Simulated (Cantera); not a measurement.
Input: 1 mol B, 0.063 mol H2O, 30 mol N2, held at 13.3 mbar.

These are equilibrium values from Cantera (NASA tables, ideal gas, pure condensed phases), not measurements of a reactor. Candidate condensed phases: B, BN, B2O3, B3O3H3, H2O; 39 gas species. N2 is the only nitrogen source here; it is nearly inert below about 1500 K, so the nitride shown seldom forms there in practice. Mutual solubility and eutectic melting of coexisting phases are not modelled. The numbers say what is thermodynamically allowed, not how fast it happens.

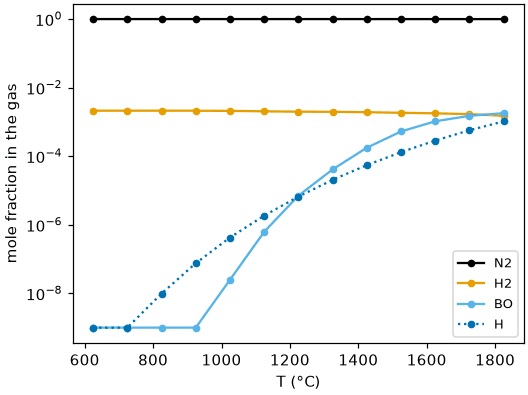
Figure: Equilibrium gas composition (values under 1e-9 drawn at 1e-9)

Read off the mole fractions at 1625 °C.

N2 about 1.00, H2 about 0.0018, BO about 0.0010, H about 0.00029.
